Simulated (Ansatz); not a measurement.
Start from SiC in the zinc blende structure (space group F-43m, No. 216; a = 4.3566 Å).

It is then changed as follows: a hydrostatic pressure of 10 GPa.

Level of theory: r2SCAN (Ansatz, a program for electronic structure, PAW, no SOC), earlier PAW set.

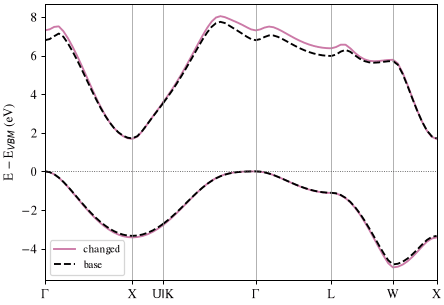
Fig. 1. Highest valence and lowest conduction band along the path, each from its own valence-band maximum

The gap is 1.68 eV, indirect, Γ → X; the base has 1.71 eV.

Load acts through the strain it causes; cell and atoms are relaxed under it. Whether these cells are dynamically stable was not tested. No other phases were tried under pressure.
